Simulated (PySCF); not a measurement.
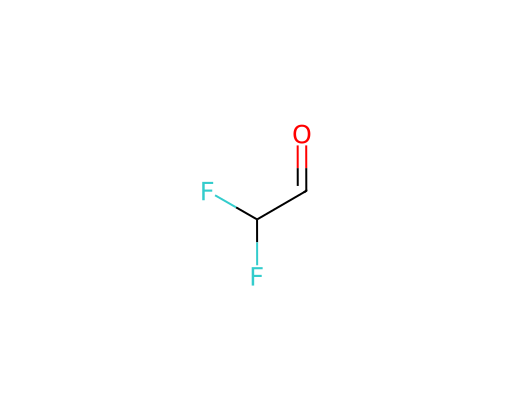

The drawing above gives the connectivity. The computed structure is the end point of a GFN2-xTB optimisation. No frequency run is at hand to confirm it as a minimum.

Describe the 3D structure.

The molecule is C2H2F2O. Its SMILES string is `O=CC(F)F`. It has no ring. Among its groups: aldehyde, C–F bond. The point group is Cs. Coordination: 1 C trigonal planar; 1 C tetrahedral.

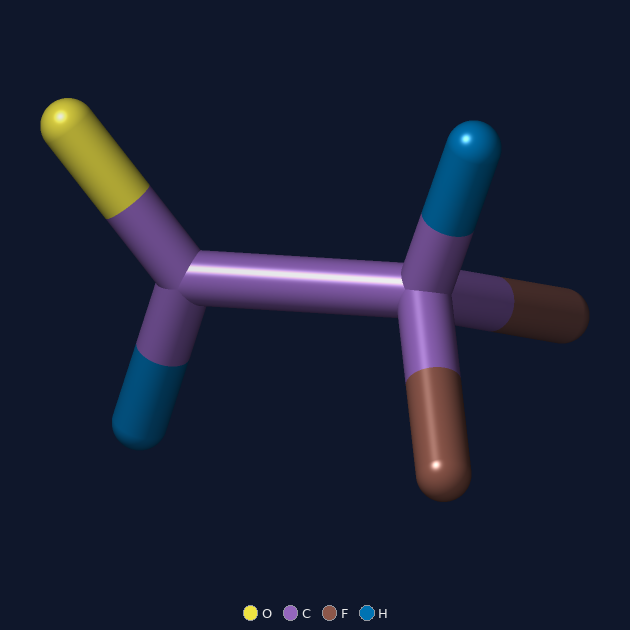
